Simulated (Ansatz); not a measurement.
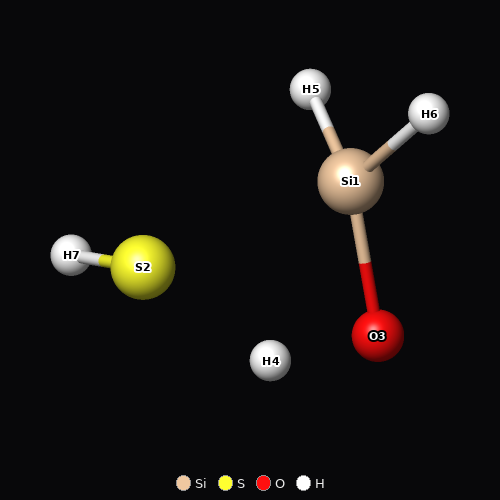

The system is the reacting system H₄OSSi (fragments H₄OSSi where the first distance is long, H₂OSi + H₂S where the second is long); the picture shows the reference structure. Coordinates scanned: (1) distance S2–H4 (bond that forms); (2) distance Si1–S2 (bond that breaks). Relaxed at each point: all other coordinates. The grid has 9 × 9 points. Points are written as (first, second). Energies are in kJ/mol, from the lowest grid point. Energies and slopes of some neighbouring points disagree (a jump in structure or state, or too coarse a mesh). The reference is spin-restricted, so regions where a bond is pulled apart into radicals lie too high. These are results of RKS wB97X-V/def2-SVP in Ansatz, not measurements.

Its coordinates:

```yaml
atoms:
  - { symbol: Si, position_ang: [-0.6184, -0.1951, 0.5974] }
  - { symbol: S, position_ang: [1.6462, 0.0062, -0.4981] }
  - { symbol: O, position_ang: [-0.8746, 1.2754, -0.0294] }
  - { symbol: H, position_ang: [0.3136, 1.2065, -0.4883] }
  - { symbol: H, position_ang: [-1.3004, -1.3754, 0.0117] }
  - { symbol: H, position_ang: [-0.3845, -0.3561, 2.0520] }
  - { symbol: H, position_ang: [1.2180, -0.5617, -1.6452] }
```

Range: distance S2–H4 (bond that forms) from 1.224 to 3.024 Å; distance Si1–S2 (bond that breaks) from 1.944 to 3.144 Å.

**What will the energy surface look like?**

The lowest grid point is at (3.024 Å, 2.156 Å). It lies at the edge of the scanned range, so the true minimum may lie outside. The highest grid point, (1.224 Å, 1.944 Å), lies 388 kJ/mol above the lowest.

```tsv
second ↓, first →	1.224	1.358	1.542	1.752	1.981	2.224	2.480	2.747	3.024
3.144	252	227	263	294	281	267	257	251	248
2.960	247	222	258	263	239	220	208	201	197
2.782	243	218	250	227	195	172	158	149	145
2.611	242	217	233	190	151	125	109	99	94
2.449	247	221	213	156	112	83	65	55	49
2.296	260	234	199	133	84	52	32	21	15
2.156	288	261	200	127	74	40	19	6	0
2.033	334	310	220	140	90	53	30	17	10
1.944	388	359	252	170	123	84	60	46	40
```

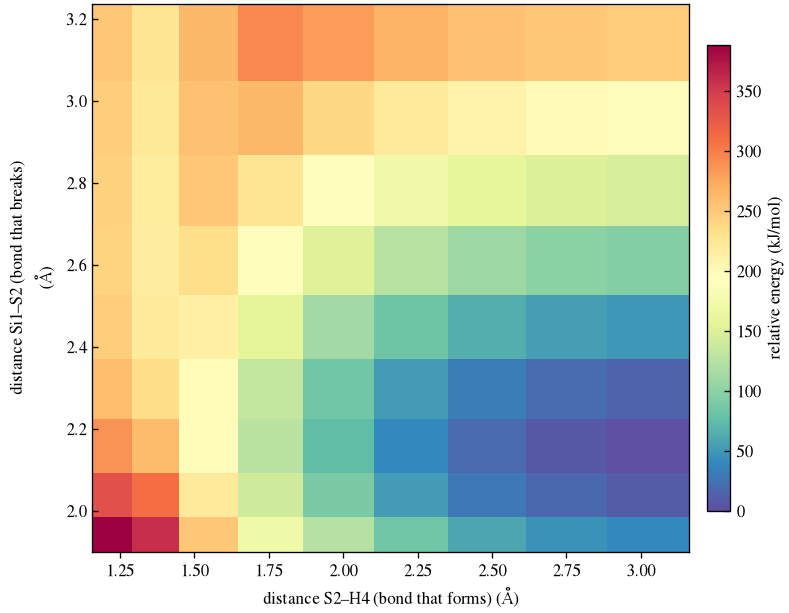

The picture shows one coloured cell a grid point.

The whole map (81 points run) took 24 min on 1 thread of Intel(R) Xeon(R) 6975P-C (Granite Rapids) (shared host).
